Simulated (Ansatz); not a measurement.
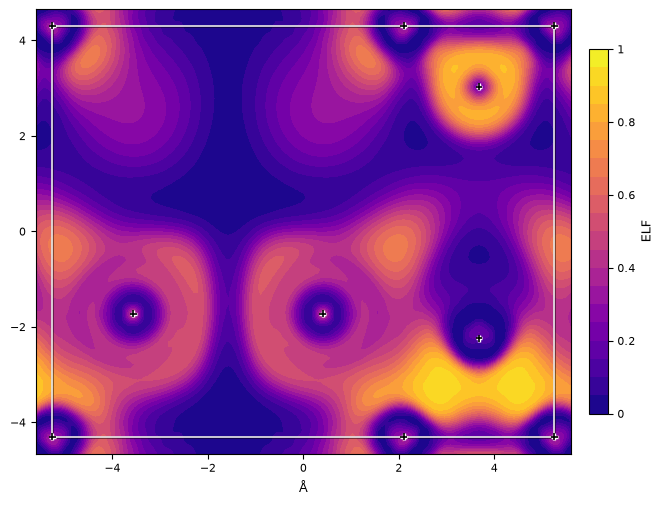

The electron localisation function on a plane through atoms (crosses mark nuclei in the plane).

These are results of Ansatz 0.2.0, DFT PBE, scalar-relativistic, plane waves, PAW, not measurements.

Candidates:
A. SnW$_{6}$, a = 12.02 Å, b = 12.02 Å, c = 2.81 Å, α = 90.00°, β = 90.00°, γ = 120.00°. Space group R-3; a generated structure, not necessarily the stable one.
B. SnGe$_{2}$N$_{2}$, a = 3.10 Å, b = 3.10 Å, c = 38.82 Å, α = 90.00°, β = 90.00°, γ = 120.00°. Space group R-3m; a generated structure, not necessarily the stable one.
C. Al$_{3}$Bi$_{2}$O, a = 10.52 Å, b = 3.26 Å, c = 8.61 Å, α = 90.00°, β = 90.00°, γ = 90.00°. Space group Amm2; a generated structure, not necessarily the stable one; changed on purpose from its base cell (volume × 1.03, shape and atoms relaxed); computed without spin polarisation.

Q: Which system is this?

A: Candidate C: Al$_{3}$Bi$_{2}$O on the (010) plane of the conventional cell, which holds Al, Bi and O. Al–O (2.03 Å): the ELF peaks at about 0.85 in the valence shell of O, 0.6 Å from its nucleus, and is about 0.70 at the midpoint.
